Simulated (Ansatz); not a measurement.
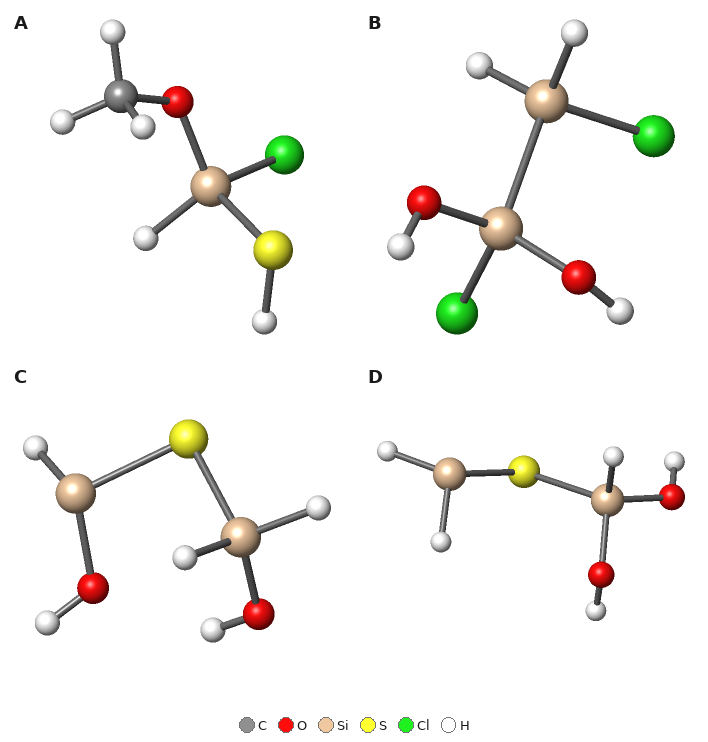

```sh
ansatz run in.yaml --threads 2 --pin off --events-out ev --progress --plain --max-ram 32768MiB --backend cpu
```

```yaml
crystal:
  periodic: [false, false, false]
  atoms:
    - {symbol: O, position_ang: [-1.327481, -1.268370, -0.035900]}
    - {symbol: Si, position_ang: [-0.132583, -0.594498, 0.839770]}
    - {symbol: O, position_ang: [0.710109, -1.777224, 1.591415]}
    - {symbol: S, position_ang: [1.290449, 0.476024, -0.355286]}
    - {symbol: Si, position_ang: [-0.000414, 1.991339, -1.117870]}
    - {symbol: H, position_ang: [-1.084358, -1.892427, -0.722674]}
    - {symbol: H, position_ang: [-0.815049, 0.324428, 1.769852]}
    - {symbol: H, position_ang: [1.590184, -1.576718, 1.913024]}
    - {symbol: H, position_ang: [-1.089934, 1.419023, -1.957661]}
    - {symbol: H, position_ang: [0.859077, 2.898423, -1.924681]}
basis:
  gaussian: {orbitals: def2-TZVPP}
magnetization: {spin_polarized: true, initial_magnetization: 1}
hamiltonian: {xc: pbe, dispersion: d4}
output: {forces: true, orbitals: {seedname: orbitals}}
```

**Which picture belongs to the input above?**

D. The file holds H5O2SSi2, `O[SiH](O)S[SiH2]`.
